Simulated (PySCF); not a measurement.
Vertical excitations of a molecule C3H7BFN from TDA-PBE/def2-SVPD in PySCF, as energy in eV (oscillator strength): 6.00 (0.001), 6.66 (0.010), 6.92 (0.002), 7.10 (0.004), 7.27 (0.065), 7.38 (0.126), 7.75 (0.001), 7.77 (0.029), 7.79 (0.012), 7.92 (0.013). Lowest triplet (TDA): 5.82 eV. Coordinates come from a PBE0-D3(BJ)/def2-SVP optimisation. Other conformers were not sampled.

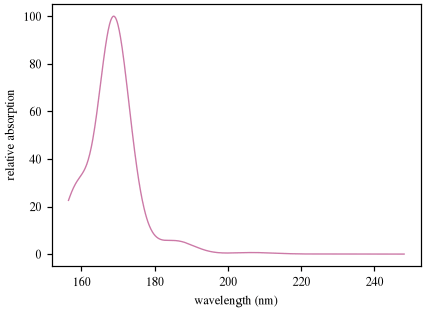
Figure. The lines broadened by 0.4 eV.

### Question
Pick the molecule that these values belong to.
A. C=CB(N)CF
B. CB(N)/C=C\F
C. FB1CCCN1
D. C=CCB(N)F

### Answer
C, FB1CCCN1
